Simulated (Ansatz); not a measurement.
# Amorphous Si₂₄O₄₈W

The cell was made by melting and quenching with the CHGNet potential and then relaxed with DFT. O atoms were pushed apart under 1.9 Å during the dynamics, to hinder bonds among them. The hot cell started wider than the set density and was brought back towards it in steps. It is the lowest in DFT energy of 2 quenches. It is a model cell: composition and starting density were chosen by hand, and all elements were melted together. No dispersion term was used. Cycles of charging and discharging annealed it further.

Methods: PBE, scalar-relativistic without spin-orbit coupling (Ansatz, a program for electronic structure); r2SCAN, scalar-relativistic without spin-orbit coupling (Ansatz); HSE06, scalar-relativistic without spin-orbit coupling (Ansatz). Geometry, pressure, stress and energy are those of the PBE run. Its sampling: a 2×2×2 Γ-centred mesh; Fermi-Dirac width 0.01 eV; collinear spin, started from moments on atoms (at the end a net moment of 2.0 μB). Other functionals are single points at the zone centre (r2SCAN at 500 eV; exact exchange cut at the cell's faces), free to take moments where seeds were set. The usual formal charges leave 6 electrons over, so the level spacing at the Fermi energy parts defect or band states and needn't be the band gap. In the spin-polarised cell the level spacing at the Fermi energy can part levels of unlike spin. At PBE the levels at both edges of the gap are localised (band-tail or defect states), and the nearest spread-out levels lie 5.5 eV apart at the zone centre.

Number of atoms in the cell: 73
Density (held, not predicted): 2.45 g/cm³
Volume per atom: 15.13 Å³
Pressure on a 2×2×2 Γ-centred mesh: 1.51 GPa
Largest force and stress component on that mesh (the relaxation ran on the zone centre alone): 0.03 eV/Å and 1.7 GPa
Energy relative to alpha cristobalite + bcc W (lowest mix at this level among the phases computed, not always the ambient ones): 0.175 eV/atom
Level spacing at the Fermi energy on a 2×2×2 Γ-centred mesh (PBE): 1.02 eV
Level spacing at the Fermi energy at the zone centre (PBE): 1.02 eV
Level spacing at the Fermi energy at the zone centre (r2SCAN): 1.59 eV
Level spacing at the Fermi energy at the zone centre (HSE06): 2.74 eV
Net moment: 2.00 μB

Cut-offs for bonds: Si-Si 2.60 Å, Si-O 1.92 Å, Si-W 2.74 Å, O-O 1.58 Å, O-W 2.51 Å, W-W 3.04 Å. Two cations that share two anions don't count as bonded, nor two that share one unless they lie closer than Si-Si 2.38 Å, Si-W 2.66 Å, W-W 2.95 Å.

The mean coordination of Si by anions comes out as 3.88 (1 with 2, 1 with 3, 22 with 4); 1 close contacts or bonds to cations besides, the mean coordination of O comes out as 2.02 (47 with 2, 1 with 3) and the mean coordination of W by anions is 4.00 (1 with 4); 1 close contacts or bonds to cations besides. The mean Si-O bond is 1.636 Å (spread 0.029 Å, 93 counted) and the mean O-W bond is 1.959 Å (spread 0.062 Å, 4 counted).

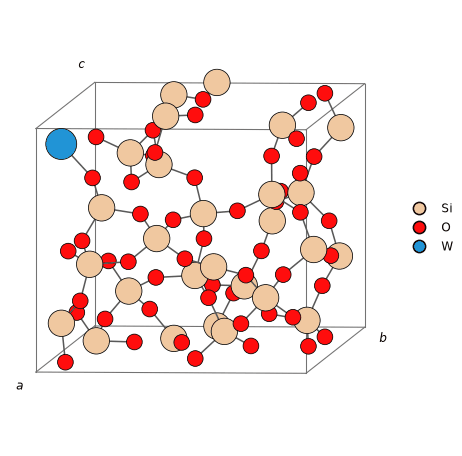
Figure. The relaxed cell

Its density started from a set value of 2.44 g/cm³. Cooling (nominally 400 K/ps over its main leg) ran many orders faster than in experiment, which tends to leave more defects and strain. A cell of this size samples the disorder only roughly. The volume was held where the preparation left it and the shape relaxed, at a PBE pressure of 1.5 GPa. Stress components on the final sampling reach 1.7 GPa. Cycles of charging lowered its energy after that relaxation.
